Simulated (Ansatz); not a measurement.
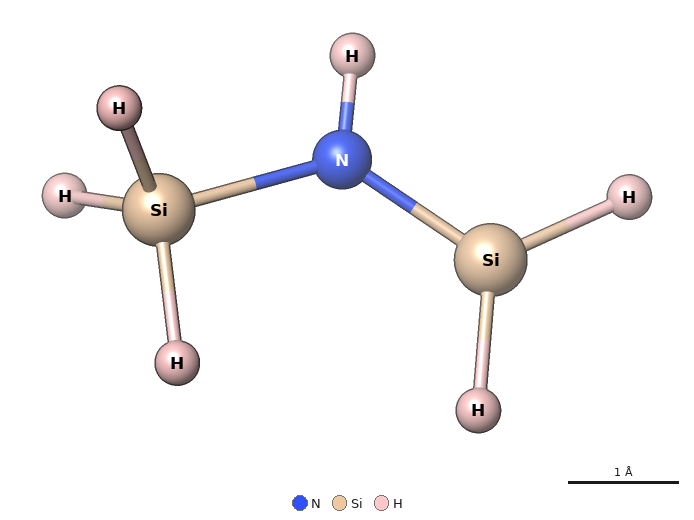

Depth is shown by fading: the farther an atom, the more it takes the colour of the background. The species has charge +1 and is a spin singlet. The geometry was computed by an optimisation with PBE0-D4/def2-TZVP. No frequency run is at hand to confirm it as a minimum. Masses are those of the most abundant isotopes; constants are for the rigid equilibrium geometry.

> What kind of rotor is it, and what are its rotational constants in GHz?

An asymmetric top (Cs): A = 28.3, B = 3.16, C = 2.95 GHz. Ray's parameter κ is −0.98, close to the prolate limit.
